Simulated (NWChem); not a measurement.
# the pair CH3Cl···GeH2S, step by step

Aim: a single-point energy (singlet CH5ClGeS, SVWN5/cc-pVDZ), then the energy (singlet CH3Cl, SVWN5/cc-pVDZ), then the energy (singlet GeH2S, SVWN5/cc-pVDZ), then a single-point energy (singlet CH3Cl, SVWN5/cc-pVDZ), then the energy (singlet GeH2S, SVWN5/cc-pVDZ) of CH5ClGeS and its partners. 

Program for the calculation: NWChem 7.3.0.

## 1. The system as given

CH5ClGeS has 9 atoms, charge 0, and is taken as a singlet. The two molecules were placed rigidly side by side, at 1.1 times their contact distance; the pair isn't optimised.

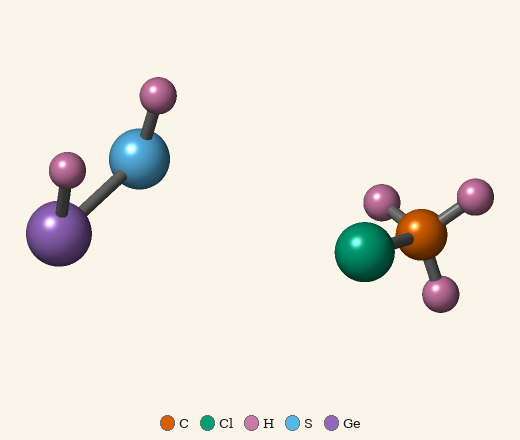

The structure, seen from a chosen angle (carbon orange, chlorine teal, hydrogen pink, sulfur blue, germanium purple).

## 2. The energy at SVWN5/cc-pVDZ (run 1)

ch5clges.nw reads:

```
START ch5clges
TITLE "CH5ClGeS"
memory stack 880 mb heap 220 mb global 1100 mb

GEOMETRY units au noautosym nocenter noautoz
 C     -0.24732736     0.04671403     0.11262768
 Cl     2.75790410    -0.52171559    -1.25515609
 H     -0.55705347    -1.32409330     1.61193638
 H     -1.68181846    -0.15567564    -1.34510706
 H     -0.27170482     1.95477050     0.87569909
 S      6.48438733    -6.05381323     2.04851981
 Ge     9.07129011    -7.78718341    -0.77764120
 H      8.09322456    -4.48906331     3.23020335
 H     11.46166138    -6.20533147     0.15142375
END

BASIS spherical bse
 * library cc-pVDZ
END

DFT
 xc slater vwn_5
 mult 1
 grid fine
 convergence energy 1e-08
 iterations 100
 mulliken
 print low
END

TASK dft energy
```

Run with:

```sh
nwchem ch5clges.nw > ch5clges.out
```

Log, cut to the lines that bear on the results:

```text
[...]
 d= 0,ls=0.0,diis     1  -2969.9912989609 -3.31D+03  1.25D-02  8.25D-01    12.0
[...]
 d= 0,ls=0.0,diis    12  -2970.0638350078 -6.28D-10  1.10D-07  1.91D-10    89.3
         Total DFT energy =    -2970.063835007808
      One electron energy =    -4804.182692196106
           Coulomb energy =     1631.586711360796
    Exchange-Corr. energy =     -133.689522597617
 Nuclear repulsion energy =      336.221668425117
[...]
      Total Density - Mulliken Population Analysis
     ---------------------------------------------
    Atom       Charge   Shell Charges
 -----------   ------   -------------------------------------------------------
    1 C    6     6.22   2.02  0.66  0.48  2.11  0.90  0.05
    2 Cl  17    17.13   2.00  2.04  0.96  0.93  6.01  3.06  2.10  0.04
    3 H    1     0.88   0.70  0.15  0.03
    4 H    1     0.88   0.71  0.15  0.03
    5 H    1     0.89   0.71  0.15  0.03
    6 S   16    16.18   2.00  2.04  0.95  0.85  6.01  2.35  1.92  0.05
    7 Ge  32    31.90   2.00  2.00  2.02  1.16  0.71  6.00  6.01  1.13  0.78  9.89  0.21
    8 H    1     0.87   0.67  0.16  0.03
    9 H    1     1.05   0.66  0.38  0.01
[...]
```

Wall time 90 s (1 thread of Intel Xeon Platinum 8488C (Sapphire Rapids), shared host); peak memory 0.12 GiB.

## 3. CH3Cl: a single-point energy at SVWN5/cc-pVDZ (run 2)

ch3cl.nw reads:

```
start ch3cl
memory stack 880 mb heap 220 mb global 1100 mb

geometry units angstrom noautosym nocenter noautoz
  C       -0.130880       0.024720       0.059600
  Cl       1.459420      -0.276080      -0.664200
  H       -0.294780      -0.700680       0.853000
  H       -0.889980      -0.082380      -0.711800
  H       -0.143780       1.034420       0.463400
end

basis "ao basis" spherical bse
  C library cc-pVDZ
  Cl library cc-pVDZ
  H library cc-pVDZ
end

dft
  xc slater vwn_5
  mult 1
  grid fine
  convergence energy 1e-08
  iterations 100
  mulliken
  print low
end

task dft energy
```

Run with:

```sh
nwchem ch3cl.nw > ch3cl.out
```

Log, cut to the lines that bear on the results:

```text
[...]
 d= 0,ls=0.0,diis     1   -498.2008012881 -5.50D+02  1.39D-02  4.12D-01     0.9
[...]
 d= 0,ls=0.0,diis     8   -498.2299774246  3.16D-10  2.28D-06  2.51D-08     4.4
         Total DFT energy =     -498.229977424637
      One electron energy =     -790.698850098267
           Coulomb energy =      273.813870326741
    Exchange-Corr. energy =      -32.883288539841
 Nuclear repulsion energy =       51.538290886730
[...]
      Total Density - Mulliken Population Analysis
     ---------------------------------------------
    Atom       Charge   Shell Charges
 -----------   ------   -------------------------------------------------------
    1 C    6     6.22   2.02  0.66  0.48  2.11  0.90  0.05
    2 Cl  17    17.13   2.00  2.04  0.96  0.93  6.01  3.06  2.10  0.04
    3 H    1     0.88   0.71  0.15  0.03
    4 H    1     0.88   0.71  0.15  0.03
    5 H    1     0.88   0.71  0.15  0.03
[...]
```

It took 5.1 s on 1 thread of Intel Xeon Platinum 8488C (Sapphire Rapids), shared host; peak memory 0.11 GiB.

## 4. GeH2S: the energy at SVWN5/cc-pVDZ (run 3)

geh2s.nw reads:

```
start geh2s
title "GeH2S energy"
memory 2200 mb
charge 0
geometry units angstrom noautosym nocenter noautoz
 S        3.431390      -3.203540       1.084030
 Ge       4.800320      -4.120800      -0.411510
 H        4.282750      -2.375510       1.709350
 H        6.065250      -3.283720       0.080130
end
basis spherical bse
 * library cc-pVDZ
end
dft
 xc slater vwn_5
 mult 1
 grid fine
 convergence energy 1e-08
 iterations 100
 mulliken
 print low
end
task dft energy
```

Run with:

```sh
nwchem geh2s.nw > geh2s.out
```

Log, cut to the lines that bear on the results:

```text
[...]
 d= 0,ls=0.0,diis     1  -2471.7894594890 -2.62D+03  1.94D-02  4.12D-01     6.9
[...]
 d= 0,ls=0.0,diis    11  -2471.8325112969 -5.84D-09  4.44D-07  5.03D-10    41.5
         Total DFT energy =    -2471.832511296892
      One electron energy =    -3739.725824425119
           Coulomb energy =     1220.752051627302
    Exchange-Corr. energy =     -100.806867076276
 Nuclear repulsion energy =      147.948128577201
[...]
      Total Density - Mulliken Population Analysis
     ---------------------------------------------
    Atom       Charge   Shell Charges
 -----------   ------   -------------------------------------------------------
    1 S   16    16.18   2.00  2.04  0.95  0.85  6.01  2.35  1.93  0.05
    2 Ge  32    31.90   2.00  2.00  2.02  1.17  0.71  6.00  6.01  1.13  0.77  9.89  0.21
    3 H    1     0.87   0.67  0.16  0.03
    4 H    1     1.05   0.66  0.38  0.01
[...]
```

Run time: 42 s. Hardware: 1 thread of Intel Xeon Platinum 8488C (Sapphire Rapids), shared host; peak memory 0.11 GiB.

## 5. CH3Cl among ghost functions: the energy at SVWN5/cc-pVDZ (with ghost functions) (run 4)

run.nw reads:

```
start run
memory 2200 mb
charge 0

geometry units angstrom noautosym nocenter noautoz
C       -0.130880       0.024720       0.059600
Cl       1.459420      -0.276080      -0.664200
H       -0.294780      -0.700680       0.853000
H       -0.889980      -0.082380      -0.711800
H       -0.143780       1.034420       0.463400
bqS      3.431390    -3.203540     1.084030
bqGe     4.800320    -4.120800    -0.411510
bqH      4.282750    -2.375510     1.709350
bqH      6.065250    -3.283720     0.080130
end

basis spherical bse
C library cc-pVDZ
Cl library cc-pVDZ
H library cc-pVDZ
bqS library S cc-pVDZ
bqGe library Ge cc-pVDZ
bqH library H cc-pVDZ
end

dft
xc slater vwn_5
mult 1
grid fine
convergence energy 1e-08
iterations 100
mulliken
print low
end

task dft
```

Run with:

```sh
nwchem run.nw > run.out
```

Log, cut to the lines that bear on the results:

```text
[...]
 d= 0,ls=0.0,diis     1   -498.2011078734 -5.50D+02  6.41D-03  4.13D-01     7.3
[...]
 d= 0,ls=0.0,diis     8   -498.2303406633  3.61D-10  1.04D-06  2.52D-08    51.4
         Total DFT energy =     -498.230340663332
      One electron energy =     -790.681219683232
           Coulomb energy =      273.794550845451
    Exchange-Corr. energy =      -32.881962712282
 Nuclear repulsion energy =       51.538290886730
[...]
      Total Density - Mulliken Population Analysis
     ---------------------------------------------
    Atom       Charge   Shell Charges
 -----------   ------   -------------------------------------------------------
    1 C    6     6.22   2.02  0.66  0.48  2.11  0.90  0.05
    2 Cl  17    17.13   2.00  2.04  0.96  0.93  6.01  3.06  2.09  0.04
    3 H    1     0.88   0.71  0.15  0.03
    4 H    1     0.88   0.71  0.15  0.03
    5 H    1     0.88   0.71  0.15  0.03
    6 X    0     0.00  -0.00 -0.00 -0.00  0.00 -0.00 -0.00  0.00  0.00
    7 X    0     0.00  -0.00 -0.00 -0.00 -0.00  0.00 -0.00 -0.00 -0.00  0.00 -0.00 -0.00
    8 X    0     0.00  -0.00  0.00 -0.00
    9 X    0    -0.00   0.00 -0.00 -0.00
[...]
```

Run time: 52 s. Hardware: 1 thread of Intel Xeon Platinum 8488C (Sapphire Rapids), shared host; peak memory 0.12 GiB.

## 6. GeH2S among ghost functions: the energy at SVWN5/cc-pVDZ (with ghost functions) (run 5)

mol.nw reads:

```
start mol
memory total 2200 mb
charge 0

geometry units angstrom noautosym nocenter noautoz
 S      3.431390    -3.203540     1.084030
 Ge     4.800320    -4.120800    -0.411510
 H      4.282750    -2.375510     1.709350
 H      6.065250    -3.283720     0.080130
 bqC     -0.130880     0.024720     0.059600
 bqCl     1.459420    -0.276080    -0.664200
 bqH     -0.294780    -0.700680     0.853000
 bqH     -0.889980    -0.082380    -0.711800
 bqH     -0.143780     1.034420     0.463400
end

basis "ao basis" spherical bse
 S library cc-pVDZ
 Ge library cc-pVDZ
 H library cc-pVDZ
 bqC library C cc-pVDZ
 bqCl library Cl cc-pVDZ
 bqH library H cc-pVDZ
end

dft
 xc slater vwn_5
 grid fine
 convergence energy 1e-08
 maxiter 100
 mulliken
 noprint "final vectors analysis"
end

task dft energy
```

Run with:

```sh
nwchem mol.nw > mol.out
```

Log, cut to the lines that bear on the results:

```text
[...]
          Wavefunction type:  closed shell.
          No. of atoms     :     9
          No. of electrons :    50
[...]
          Charge           :     0
          Spin multiplicity:     1
[...]
          AO basis - number of functions:   102
[...]
              XC Information
              --------------
                        Slater Exchange Functional  1.000 local
                      VWN V Correlation Functional  1.000 local
[...]
 d= 0,ls=0.0,diis     1  -2471.7897418527 -2.62D+03  1.04D-02  4.12D-01    11.2
[...]
 d= 0,ls=0.0,diis    11  -2471.8327778650 -5.90D-09  2.41D-07  5.11D-10    80.0
         Total DFT energy =    -2471.832777864976
      One electron energy =    -3739.704654066776
           Coulomb energy =     1220.729676979896
    Exchange-Corr. energy =     -100.805929355298
 Nuclear repulsion energy =      147.948128577201
[...]
      Total Density - Mulliken Population Analysis
     ---------------------------------------------
    Atom       Charge   Shell Charges
 -----------   ------   -------------------------------------------------------
    1 S   16    16.18   2.00  2.04  0.95  0.85  6.01  2.35  1.93  0.05
    2 Ge  32    31.90   2.00  2.00  2.02  1.17  0.70  6.00  6.01  1.13  0.77  9.89  0.21
    3 H    1     0.87   0.67  0.16  0.03
    4 H    1     1.05   0.66  0.38  0.01
    5 X    0     0.00  -0.00 -0.00 -0.00 -0.00  0.00 -0.00
    6 X    0     0.00  -0.00 -0.00 -0.00  0.00 -0.00 -0.00  0.00  0.00
    7 X    0     0.00  -0.00  0.00 -0.00
    8 X    0     0.00   0.00  0.00 -0.00
    9 X    0     0.00   0.00  0.00 -0.00
[...]
```

Wall time 81 s (1 thread of Intel Xeon Platinum 8488C (Sapphire Rapids), shared host); peak memory 0.12 GiB.

## 7. Results

```
                                                                                                                  quantity           value
                                                                                        run 1, SVWN5/cc-pVDZ: total energy  -2970.06384 Eh
                                                                                                       CH3Cl: total energy   -498.22998 Eh
                                                                                                       GeH2S: total energy  -2471.83251 Eh
                                                                                 CH3Cl among ghost functions: total energy   -498.23034 Eh
                                                                                 GeH2S among ghost functions: total energy  -2471.83278 Eh
                                                                                GeH2S among ghost functions: dipole moment          1.10 D
              interaction energy of the rigid parts CH3Cl and GeH2S (parts in their own basis; closest atoms 3.94 Å apart)       -0.037 eV
interaction energy of the rigid parts CH3Cl and GeH2S (parts in the whole basis, counterpoise; closest atoms 3.94 Å apart)       -0.019 eV
```

In words: The interaction energy of the rigid parts CH3Cl and GeH2S (parts in their own basis; closest atoms 3.94 Å apart) is −0.04 eV (−0.8 kcal/mol): the parts attract. Without counterpoise this holds the superposition error of the basis. The interaction energy of the rigid parts CH3Cl and GeH2S (parts in the whole basis, counterpoise; closest atoms 3.94 Å apart) is −0.02 eV (−0.4 kcal/mol). The basis-set superposition error is 1.7 kJ/mol. Mulliken charges (run 1, SVWN5/cc-pVDZ) run from -0.22 on C1 to +0.13 on H8. Mulliken charges (CH3Cl) run from -0.22 on C1 to +0.12 on H3; they depend strongly on the basis.
